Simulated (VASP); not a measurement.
Band structure of BeTe (zinc blende). All values below come from AM05 GGA, VASP's PBE PAW potentials (set 64) (plane waves; VASP 6.6.1).

Unless said otherwise, spin-orbit coupling is left out, though it shifts the bands of the heavy elements here.

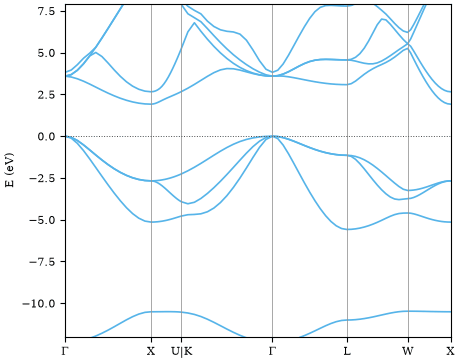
Fig. 1. Bands along high-symmetry lines, zero at the valence-band maximum or, without a gap, the Fermi level

### Question
Read the plot: is there a gap, and where are the band edges?

### Answer
The gap is indirect, 1.92 eV, from the valence maximum at Γ to the conduction minimum at X. (Edges off the drawn lines would not show.)

Measured: gap 2.80 eV (computed value off by -0.88 eV), as given by Das et al., (2018), arXiv:1807.05623.

The compound is BeTe in the zinc blende structure. It was relaxed first.
